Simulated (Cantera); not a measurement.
Charge: 1 mol C3H6, 1.2 mol O2, 47 mol N2, held at 133 Pa.

These are equilibrium values from Cantera (NASA tables, ideal gas, pure condensed phases), not measurements of a reactor. Candidate condensed phases: C, C6H6, C7H8, C8H18, H2O; 136 gas species. The numbers say what is thermodynamically allowed, not how fast it happens.

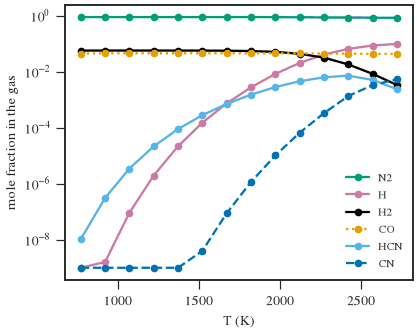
Figure. Equilibrium gas composition (values under 1e-9 drawn at 1e-9)

Question: Read off the mole fractions at 1973 K.

Answer: N2 about 0.89, H2 about 0.051, CO about 0.046, H about 0.0084, HCN about 0.0028, CN about 1.0e-5.
